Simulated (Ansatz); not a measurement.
# SiH₄ (triplet): from Hartree-Fock to the top rungs at a displaced geometry (v1), 6-31G

Aim: climb from Hartree-Fock through coupled cluster and multireference methods for SiH₄ (triplet) at one geometry and basis, and see what each rung misses.

Computed with Ansatz 0.2.0, Gaussian basis. Level: 6-31G, core rule «outside noble gas», up to 5 orbitals frozen.

Plan: UHF; CCSD(T) on ROHF; CCSD(T) on UHF; BCCD(T) on ROHF; CISD; CCSDT(Q) on ROHF; CCSDT(Q) on UHF; CISDTQ; CCSDTQ on ROHF; CCSDTQ on UHF; CASSCF and MRCISD+Q, 8 electrons in 8 orbitals; CASSCF and MRCISD+Q(relaxed), 8 electrons in 8 orbitals; CASSCF and NEVPT2, 8 electrons in 8 orbitals; Full CI.

26 further runs of the same task are left out: 10 that didn't finish, 16 set aside as unsound or not needed.

## 1. What is computed

The geometry is a PBE0/def2-TZVP stationary point (not a proven minimum) with its atoms shifted at random (size 0.040 Å).

5 atoms, charge 0, spin multiplicity 3.

Atoms are counted from 1 here; the program's logs count them from 0.

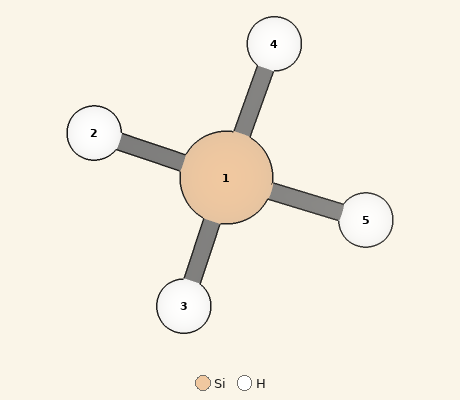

The geometry (silicon light orange, hydrogen white); atoms are numbered from 1 in the order of the file.

As a file:

```xyz
5
H4Si
Si    0.0034   -0.0001    0.0052
H    -0.0090    1.0688    1.0716
H     0.0340   -1.0346    1.0364
H    -0.0358    1.0579   -1.1038
H    -0.0831   -1.0887   -1.1479
```

In the tables R marks a restricted open-shell determinant and U an unrestricted one; 'valence' is the active space of 8 electrons in 8 orbitals; energies count from the table's Hartree-Fock row.

## 2. UHF

in.yaml

```yaml
crystal:
  periodic: [false, false, false]
  atoms:
    - {symbol: Si, position_ang: [0.003370, -0.000123, 0.005157]}
    - {symbol: H, position_ang: [-0.008988, 1.068842, 1.071580]}
    - {symbol: H, position_ang: [0.034004, -1.034587, 1.036378]}
    - {symbol: H, position_ang: [-0.035779, 1.057862, -1.103793]}
    - {symbol: H, position_ang: [-0.083136, -1.088697, -1.147872]}
basis:
  gaussian: {orbitals: 6-31G}
magnetization: {spin_polarized: true, initial_magnetization: 2}
hamiltonian: {xc: hf}
output: {orbitals: {seedname: orbitals}}
```

Command:

```console
ansatz run in.yaml --threads 1 --pin off --events-out ev --progress --plain --max-ram 2393MiB
```

Log:

```text
Functional definition: HF
  name "HF"
  cite "Fock, Z. Phys. 61, 126 (1930) doi:10.1007/BF01340294"
  parent pbe
  exchange = exact_x
  correlation = 0
268 factors; integrals over basis functions are off by at most 2.0e-4 eV
mean field evaluation 1: about -7917.9543 eV, gradient 6.0e0 eV
mean field evaluation 2: about -7917.9573 eV, gradient 6.0e0 eV
mean field evaluation 4: about -7918.3764 eV, gradient 7.1e-1 eV
mean field evaluation 8: about -7918.3895 eV, gradient 4.8e-3 eV
mean field -7918.38945689 eV, -290.9954452635 hartree, gradient 1.9e-5 eV, S^2 2.027382; 0 other end points of the search recorded, 0 dependent functions left out
reference -7918.38945689 eV, -290.9954452635 hartree; 10, 8 occupied and 11, 13 virtual orbitals, 268 factors
Total energy: -7918.38945689 eV, -290.9954452635 hartree
```

Wall time 0.09 s (1 thread of Arm Neoverse V2, shared host).

From the report: ⟨S²⟩ of the determinant 2.027 (pure triplet: 2.00).

## 3. CCSD(T) on ROHF

in.yaml: that of step 2 with these lines changed.

```diff
@@ -10,4 +10,3 @@
   gaussian: {orbitals: 6-31G}
-magnetization: {spin_polarized: true, initial_magnetization: 2}
-hamiltonian: {xc: hf}
-output: {orbitals: {seedname: orbitals}}
+magnetization: {spin_polarized: false, initial_magnetization: 2}
+correlation: {method: ccsd_t, electrons: outside_noble_gas}
```

Launched as before.

Log (excerpt; [...] marks lines left out):

```text
Functional definition: HF
  name "HF"
  cite "Fock, Z. Phys. 61, 126 (1930) doi:10.1007/BF01340294"
  parent pbe
[...]
268 factors; integrals over basis functions are off by at most 2.0e-4 eV
[...]
mean field -7918.19630271 eV, -290.9883469785 hartree, gradient 1.6e-6 eV, S^2 2.000000; 0 other end points of the search recorded, 0 dependent functions left out
5 core orbitals not correlated: weight in the atoms' cores, before any rotation towards them, 1.000 or more for the frozen orbitals, at most 0.000 for the correlated occupied ones
reference -7918.19630271 eV, -290.9883469785 hartree; 5, 3 occupied and 11, 13 virtual orbitals, 268 factors
second order -1.67336141 eV of doubles, -0.10001021 eV of singles
cycle   1  -2.26481478 eV  change   -4.9e-1 eV  update   6.5e-2
[...]
cycle  10  -2.54841919 eV  change   -7.4e-6 eV  update   4.0e-6
perturbative correction -0.03583663 eV, -0.0013169717 hartree
Total energy: -7920.78055853 eV, -291.0833166279 hartree
```

Run time: 0.18 s. Hardware: 1 thread of Arm Neoverse V2, shared host.

From the report: correlation -2.5843 eV; T1 0.019; largest double amplitude 0.07.

## 4. CCSD(T) on UHF

in.yaml: that of step 3 with these lines changed.

```diff
@@ -10,3 +10,3 @@
   gaussian: {orbitals: 6-31G}
-magnetization: {spin_polarized: false, initial_magnetization: 2}
+magnetization: {spin_polarized: true, initial_magnetization: 2}
 correlation: {method: ccsd_t, electrons: outside_noble_gas}
```

Launched as before.

Log (excerpt; [...] marks lines left out):

```text
Functional definition: HF
  name "HF"
  cite "Fock, Z. Phys. 61, 126 (1930) doi:10.1007/BF01340294"
  parent pbe
[...]
268 factors; integrals over basis functions are off by at most 2.0e-4 eV
[...]
mean field -7918.38945689 eV, -290.9954452635 hartree, gradient 1.5e-6 eV, S^2 2.027382; 0 other end points of the search recorded, 0 dependent functions left out
5 core orbitals not correlated: weight in the atoms' cores, before any rotation towards them, 1.000 or more for the frozen orbitals, at most 0.000 for the correlated occupied ones
reference -7918.38945689 eV, -290.9954452635 hartree; 5, 3 occupied and 11, 13 virtual orbitals, 268 factors
second order -1.57114627 eV of doubles, -0.00000000 eV of singles
cycle   1  -2.03629932 eV  change   -4.7e-1 eV  update   6.6e-2
[...]
cycle  10  -2.35468696 eV  change   -9.0e-7 eV  update   4.1e-6
perturbative correction -0.03444681 eV, -0.0012658968 hartree
Total energy: -7920.77859065 eV, -291.0832443100 hartree
```

Run time: 0.15 s. Hardware: 1 thread of Arm Neoverse V2, shared host.

From the report: ⟨S²⟩ of the determinant 2.027 (pure triplet: 2.00); correlation -2.3891 eV; T1 0.014; largest double amplitude 0.07.

## 5. BCCD(T) on ROHF

in.yaml: that of step 4 with these lines changed.

```diff
@@ -10,3 +10,3 @@
   gaussian: {orbitals: 6-31G}
-magnetization: {spin_polarized: true, initial_magnetization: 2}
-correlation: {method: ccsd_t, electrons: outside_noble_gas}
+magnetization: {spin_polarized: false, initial_magnetization: 2}
+correlation: {method: bccd_t, electrons: outside_noble_gas}
```

Same command.

Log (excerpt; [...] marks lines left out):

```text
Functional definition: HF
  name "HF"
  cite "Fock, Z. Phys. 61, 126 (1930) doi:10.1007/BF01340294"
  parent pbe
[...]
268 factors; integrals over basis functions are off by at most 2.0e-4 eV
[...]
mean field -7918.19630271 eV, -290.9883469785 hartree, gradient 1.6e-6 eV, S^2 2.000000; 0 other end points of the search recorded, 0 dependent functions left out
5 core orbitals not correlated: weight in the atoms' cores, before any rotation towards them, 1.000 or more for the frozen orbitals, at most 0.000 for the correlated occupied ones
reference -7918.19630271 eV, -290.9883469785 hartree; 5, 3 occupied and 11, 13 virtual orbitals, 268 factors
second order -1.67336141 eV of doubles, -0.10001021 eV of singles
cycle   1  -2.27505223 eV  change   -5.0e-1 eV  update   6.5e-2
[...]
cycle  10  -2.54742145 eV  change   -8.9e-6 eV  update   6.1e-6
perturbative correction -0.03570958 eV, -0.0013123029 hartree
Total energy: -7920.77943374 eV, -291.0832752929 hartree
```

It took 0.21 s on 1 thread of Arm Neoverse V2, shared host.

From the report: correlation -2.5831 eV; largest double amplitude 0.07.

## 6. CISD

in.yaml: that of step 5 with these lines changed.

```diff
@@ -11,2 +11,2 @@
 magnetization: {spin_polarized: false, initial_magnetization: 2}
-correlation: {method: bccd_t, electrons: outside_noble_gas}
+correlation: {active_space: {ras: {orbitals: [3, 2, 11], electrons: 8, max_holes: 2, max_particles: 2}, fixed_orbitals: true}}
```

Launched as before.

Log:

```text
Functional definition: HF
  name "HF"
  cite "Fock, Z. Phys. 61, 126 (1930) doi:10.1007/BF01340294"
  parent pbe
  exchange = exact_x
  correlation = 0
268 factors; integrals over basis functions are off by at most 2.0e-4 eV
mean field evaluation 1: about -7917.8893 eV, gradient 7.3e0 eV
mean field evaluation 2: about -7917.8914 eV, gradient 7.3e0 eV
mean field evaluation 4: about -7918.1942 eV, gradient 3.1e-1 eV
mean field evaluation 8: about -7918.1963 eV, gradient 2.6e-6 eV
mean field -7918.19630271 eV, -290.9883469785 hartree, gradient 1.6e-6 eV, S^2 2.000000; 0 other end points of the search recorded, 0 dependent functions left out
reference -7918.19630271 eV, -290.9883469785 hartree; 10, 8 occupied and 11, 13 virtual orbitals, 268 factors
state -7920.65707725 eV, -291.0787787749 hartree
Total energy: -7920.65707725 eV, -291.0787787749 hartree
```

It took 0.21 s on 1 thread of Arm Neoverse V2, shared host.

From the report: 10,552 determinants.

## 7. CCSDT(Q) on ROHF

in.yaml: that of step 6 with these lines changed.

```diff
@@ -11,2 +11,2 @@
 magnetization: {spin_polarized: false, initial_magnetization: 2}
-correlation: {active_space: {ras: {orbitals: [3, 2, 11], electrons: 8, max_holes: 2, max_particles: 2}, fixed_orbitals: true}}
+correlation: {method: ccsdt_q, electrons: outside_noble_gas}
```

The command is unchanged.

Log (excerpt; [...] marks lines left out):

```text
Functional definition: HF
  name "HF"
  cite "Fock, Z. Phys. 61, 126 (1930) doi:10.1007/BF01340294"
  parent pbe
[...]
459 factors; integrals over basis functions are off by at most 2.8e-8 eV
[...]
mean field -7918.19644269 eV, -290.9883521225 hartree, gradient 1.8e-6 eV, S^2 2.000000; 0 other end points of the search recorded, 0 dependent functions left out
5 core orbitals not correlated: weight in the atoms' cores, before any rotation towards them, 1.000 or more for the frozen orbitals, at most 0.000 for the correlated occupied ones
reference -7918.19644269 eV, -290.9883521225 hartree; 5, 3 occupied and 11, 13 virtual orbitals, 459 factors
second order -1.67337936 eV of doubles, -0.10001394 eV of singles
cycle   1  -2.26482529 eV  change   -4.9e-1 eV  update   6.6e-2
[...]
cycle  12  -2.59789189 eV  change    7.9e-7 eV  update   8.7e-7
perturbative correction 0.00014075 eV, 0.0000051726 hartree
Total energy: -7920.79419382 eV, -291.0838177158 hartree
```

It took 0.6 s on 1 thread of Arm Neoverse V2, shared host.

From the report: correlation -2.5978 eV; T1 0.019; largest double amplitude 0.08.

## 8. CCSDT(Q) on UHF

in.yaml: that of step 7 with these lines changed.

```diff
@@ -10,3 +10,3 @@
   gaussian: {orbitals: 6-31G}
-magnetization: {spin_polarized: false, initial_magnetization: 2}
+magnetization: {spin_polarized: true, initial_magnetization: 2}
 correlation: {method: ccsdt_q, electrons: outside_noble_gas}
```

Same command.

Log (excerpt; [...] marks lines left out):

```text
Functional definition: HF
  name "HF"
  cite "Fock, Z. Phys. 61, 126 (1930) doi:10.1007/BF01340294"
  parent pbe
[...]
459 factors; integrals over basis functions are off by at most 2.8e-8 eV
[...]
mean field -7918.38960360 eV, -290.9954506551 hartree, gradient 1.5e-6 eV, S^2 2.027383; 0 other end points of the search recorded, 0 dependent functions left out
5 core orbitals not correlated: weight in the atoms' cores, before any rotation towards them, 1.000 or more for the frozen orbitals, at most 0.000 for the correlated occupied ones
reference -7918.38960360 eV, -290.9954506551 hartree; 5, 3 occupied and 11, 13 virtual orbitals, 459 factors
second order -1.57116020 eV of doubles, -0.00000000 eV of singles
cycle   1  -2.03630202 eV  change   -4.7e-1 eV  update   6.7e-2
[...]
cycle  13  -2.40467160 eV  change   -3.2e-7 eV  update   3.6e-7
perturbative correction -0.00000836 eV, -0.0000003073 hartree
Total energy: -7920.79428356 eV, -291.0838210136 hartree
```

Run time: 0.57 s. Hardware: 1 thread of Arm Neoverse V2, shared host.

From the report: ⟨S²⟩ of the determinant 2.027 (pure triplet: 2.00); correlation -2.4047 eV; T1 0.014; largest double amplitude 0.08.

## 9. CISDTQ

in.yaml: that of step 8 with these lines changed.

```diff
@@ -10,3 +10,3 @@
   gaussian: {orbitals: 6-31G}
-magnetization: {spin_polarized: true, initial_magnetization: 2}
-correlation: {method: ccsdt_q, electrons: outside_noble_gas}
+magnetization: {spin_polarized: false, initial_magnetization: 2}
+correlation: {active_space: {ras: {orbitals: [3, 2, 11], electrons: 8, max_holes: 4, max_particles: 4}, fixed_orbitals: true}}
```

Same command.

Log:

```text
Functional definition: HF
  name "HF"
  cite "Fock, Z. Phys. 61, 126 (1930) doi:10.1007/BF01340294"
  parent pbe
  exchange = exact_x
  correlation = 0
268 factors; integrals over basis functions are off by at most 2.0e-4 eV
mean field evaluation 1: about -7917.8893 eV, gradient 7.3e0 eV
mean field evaluation 2: about -7917.8914 eV, gradient 7.3e0 eV
mean field evaluation 4: about -7918.1942 eV, gradient 3.1e-1 eV
mean field evaluation 8: about -7918.1963 eV, gradient 2.6e-6 eV
mean field -7918.19630271 eV, -290.9883469785 hartree, gradient 1.6e-6 eV, S^2 2.000000; 0 other end points of the search recorded, 0 dependent functions left out
reference -7918.19630271 eV, -290.9883469785 hartree; 10, 8 occupied and 11, 13 virtual orbitals, 268 factors
state -7920.79176410 eV, -291.0837284252 hartree
Total energy: -7920.79176410 eV, -291.0837284252 hartree
```

It took 1.1 s on 1 thread of Arm Neoverse V2, shared host.

From the report: 570,540 determinants.

## 10. CCSDTQ on ROHF

in.yaml: that of step 9 with these lines changed.

```diff
@@ -11,2 +11,2 @@
 magnetization: {spin_polarized: false, initial_magnetization: 2}
-correlation: {active_space: {ras: {orbitals: [3, 2, 11], electrons: 8, max_holes: 4, max_particles: 4}, fixed_orbitals: true}}
+correlation: {method: ccsdtq, electrons: outside_noble_gas}
```

Same command.

Log (excerpt; [...] marks lines left out):

```text
Functional definition: HF
  name "HF"
  cite "Fock, Z. Phys. 61, 126 (1930) doi:10.1007/BF01340294"
  parent pbe
[...]
459 factors; integrals over basis functions are off by at most 2.8e-8 eV
[...]
mean field -7918.19644269 eV, -290.9883521225 hartree, gradient 1.8e-6 eV, S^2 2.000000; 0 other end points of the search recorded, 0 dependent functions left out
5 core orbitals not correlated: weight in the atoms' cores, before any rotation towards them, 1.000 or more for the frozen orbitals, at most 0.000 for the correlated occupied ones
reference -7918.19644269 eV, -290.9883521225 hartree; 5, 3 occupied and 11, 13 virtual orbitals, 459 factors
second order -1.67337936 eV of doubles, -0.10001394 eV of singles
cycle   1  -2.26482529 eV  change   -4.9e-1 eV  update   6.6e-2
[...]
cycle  13  -2.59731755 eV  change    6.9e-7 eV  update   3.6e-7
Total energy: -7920.79376024 eV, -291.0838017819 hartree
```

It took 8.5 s on 1 thread of Arm Neoverse V2, shared host.

From the report: correlation -2.5973 eV; T1 0.019; largest double amplitude 0.08.

## 11. CCSDTQ on UHF

in.yaml: that of step 10 with these lines changed.

```diff
@@ -10,3 +10,3 @@
   gaussian: {orbitals: 6-31G}
-magnetization: {spin_polarized: false, initial_magnetization: 2}
+magnetization: {spin_polarized: true, initial_magnetization: 2}
 correlation: {method: ccsdtq, electrons: outside_noble_gas}
```

The command is unchanged.

Log (excerpt; [...] marks lines left out):

```text
Functional definition: HF
  name "HF"
  cite "Fock, Z. Phys. 61, 126 (1930) doi:10.1007/BF01340294"
  parent pbe
[...]
459 factors; integrals over basis functions are off by at most 2.8e-8 eV
[...]
mean field -7918.38960360 eV, -290.9954506551 hartree, gradient 1.5e-6 eV, S^2 2.027383; 0 other end points of the search recorded, 0 dependent functions left out
5 core orbitals not correlated: weight in the atoms' cores, before any rotation towards them, 1.000 or more for the frozen orbitals, at most 0.000 for the correlated occupied ones
reference -7918.38960360 eV, -290.9954506551 hartree; 5, 3 occupied and 11, 13 virtual orbitals, 459 factors
second order -1.57116020 eV of doubles, -0.00000000 eV of singles
cycle   1  -2.03630202 eV  change   -4.7e-1 eV  update   6.7e-2
[...]
cycle  13  -2.40424177 eV  change    2.3e-7 eV  update   4.6e-7
Total energy: -7920.79384537 eV, -291.0838049106 hartree
```

It took 8.5 s on 1 thread of Arm Neoverse V2, shared host.

From the report: ⟨S²⟩ of the determinant 2.027 (pure triplet: 2.00); correlation -2.4042 eV; T1 0.014; largest double amplitude 0.08.

## 12. CASSCF and MRCISD+Q, 8 electrons in 8 orbitals

in.yaml: that of step 11 with these lines changed.

```diff
@@ -10,3 +10,3 @@
   gaussian: {orbitals: 6-31G}
-magnetization: {spin_polarized: true, initial_magnetization: 2}
-correlation: {method: ccsdtq, electrons: outside_noble_gas}
+magnetization: {spin_polarized: false, initial_magnetization: 2}
+correlation: {method: fic_mrcisd_q, electrons: outside_noble_gas, active_space: {window: {electrons: 8, orbitals: 8}, shells: [{species: H, l: s, shell: 1}, {species: Si, l: s, shell: 3}, {species: Si, l: p, shell: 3}]}}
```

The command is unchanged.

Log (excerpt; [...] marks lines left out):

```text
Functional definition: HF
  name "HF"
  cite "Fock, Z. Phys. 61, 126 (1930) doi:10.1007/BF01340294"
  parent pbe
[...]
459 factors; integrals over basis functions are off by at most 2.8e-8 eV
[...]
mean field -7918.19644269 eV, -290.9883521225 hartree, gradient 1.8e-6 eV, S^2 2.000000; 0 other end points of the search recorded, 0 dependent functions left out
reference -7918.19644269 eV, -290.9883521225 hartree; 10, 8 occupied and 11, 13 virtual orbitals, 459 factors
state -7920.05625363 eV, -291.0566989140 hartree
contracted CI cycle   1: correlation 0.00000000 eV, 0.0000000000 hartree, residual 5.77e0 eV
contracted CI cycle   2: correlation -0.69012367 eV, -0.0253615773 hartree, residual 1.26e0 eV
contracted CI cycle   3: correlation -0.72017797 eV, -0.0264660521 hartree, residual 2.37e-1 eV
contracted CI cycle   4: correlation -0.72131176 eV, -0.0265077183 hartree, residual 5.85e-2 eV
contracted CI cycle   5: correlation -0.72137175 eV, -0.0265099230 hartree, residual 1.23e-2 eV
contracted CI cycle   6: correlation -0.72137454 eV, -0.0265100253 hartree, residual 2.63e-3 eV
contracted CI cycle   7: correlation -0.72137466 eV, -0.0265100298 hartree, residual 5.85e-4 eV
state -7920.05625363 eV, -291.0566989140 hartree; corrected -7920.79056861 eV, -291.0836844918 hartree
Total energy: -7920.79056861 eV, -291.0836844918 hartree
Checks for a lower state left out: starts, orbital_swaps
```

Wall time 1.9 s (1 thread of Arm Neoverse V2, shared host); peak memory 0.26 GiB.

From the report: 4,900 determinants; active occupations 1.97, 1.96, 1.96, 1.01, 1.00, 0.05, 0.03, 0.02.

## 13. CASSCF and MRCISD+Q(relaxed), 8 electrons in 8 orbitals

in.yaml: that of step 12 with these lines changed.

```diff
@@ -11,2 +11,2 @@
 magnetization: {spin_polarized: false, initial_magnetization: 2}
-correlation: {method: fic_mrcisd_q, electrons: outside_noble_gas, active_space: {window: {electrons: 8, orbitals: 8}, shells: [{species: H, l: s, shell: 1}, {species: Si, l: s, shell: 3}, {species: Si, l: p, shell: 3}]}}
+correlation: {method: fic_mrcisd_q_relaxed, electrons: outside_noble_gas, active_space: {window: {electrons: 8, orbitals: 8}, shells: [{species: H, l: s, shell: 1}, {species: Si, l: s, shell: 3}, {species: Si, l: p, shell: 3}]}}
```

Same command.

Log (excerpt; [...] marks lines left out):

```text
Functional definition: HF
  name "HF"
  cite "Fock, Z. Phys. 61, 126 (1930) doi:10.1007/BF01340294"
  parent pbe
[...]
459 factors; integrals over basis functions are off by at most 2.8e-8 eV
[...]
mean field -7918.19644269 eV, -290.9883521225 hartree, gradient 1.8e-6 eV, S^2 2.000000; 0 other end points of the search recorded, 0 dependent functions left out
reference -7918.19644269 eV, -290.9883521225 hartree; 10, 8 occupied and 11, 13 virtual orbitals, 459 factors
state -7920.05625363 eV, -291.0566989140 hartree
contracted CI cycle   1: correlation -0.00000000 eV, -0.0000000000 hartree, residual 5.77e0 eV
contracted CI cycle   2: correlation -0.69012367 eV, -0.0253615773 hartree, residual 1.34e0 eV
contracted CI cycle   3: correlation -0.72221087 eV, -0.0265407601 hartree, residual 4.06e-1 eV
contracted CI cycle   4: correlation -0.72559922 eV, -0.0266652795 hartree, residual 1.37e-1 eV
contracted CI cycle   5: correlation -0.72594865 eV, -0.0266781208 hartree, residual 4.82e-2 eV
contracted CI cycle   6: correlation -0.72599193 eV, -0.0266797114 hartree, residual 1.50e-2 eV
contracted CI cycle   7: correlation -0.72599665 eV, -0.0266798849 hartree, residual 5.97e-3 eV
contracted CI cycle   8: correlation -0.72599765 eV, -0.0266799216 hartree, residual 2.86e-3 eV
contracted CI cycle   9: correlation -0.72599790 eV, -0.0266799307 hartree, residual 1.48e-3 eV
contracted CI cycle  10: correlation -0.72599795 eV, -0.0266799324 hartree, residual 5.28e-4 eV
state -7920.05625363 eV, -291.0566989140 hartree; corrected -7920.79537033 eV, -291.0838609517 hartree
Total energy: -7920.79537033 eV, -291.0838609517 hartree
Checks for a lower state left out: starts, orbital_swaps
```

Wall time 2.2 s (1 thread of Arm Neoverse V2, shared host); peak memory 0.26 GiB.

From the report: 4,900 determinants; active occupations 1.97, 1.96, 1.96, 1.01, 1.00, 0.05, 0.03, 0.02.

[end of part 1 of 2]
